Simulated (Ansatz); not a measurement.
The parent structure is Ga$_{2}$O$_{3}$ (space group C2/m, No. 12; a = 12.278 Å, b = 3.047 Å, c = 5.810 Å, α = γ = 90.00°, β = 103.72°).

Now apply this change: every O is replaced by S, then cell and atoms are relaxed.

Calculations: PBEsol (Ansatz, an electronic-structure program), no spin-orbit coupling.

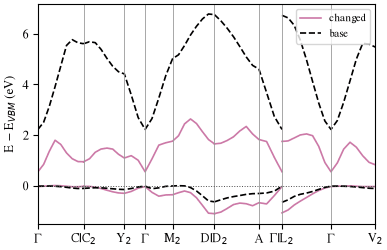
*Highest valence and lowest conduction band along the path, each from its own valence-band maximum*

Problem. Read the changed gap and its character from the plot.

Solution. About 0.55 eV, indirect, Γ–C (38 % along) → Γ.

Whether these cells are dynamically stable was not tested. As relaxed here, Ga2S3 is a hypothetical phase, not in the database extracts checked.
